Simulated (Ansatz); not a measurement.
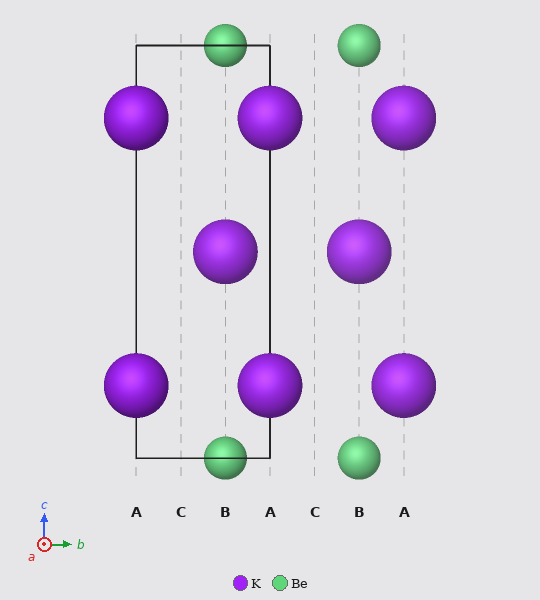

Projection along an edge of the hexagonal mesh, stacking direction c upwards. The dashed lines mark the three columns A (0, 0), B (1/3, 2/3) and C (2/3, 1/3). The sequence starts with the first layer at or above the cell's origin.

K3Be (space group P-6m2, No. 187): the input geometry of an electronic-structure calculation (not necessarily at equilibrium); the starting structure was generated, so it need not be a known form of this composition.

List the layers of one repeat.

Answer. Be(B) – K(A) – K(B) – K(A) (four layers in 12.22 Å).
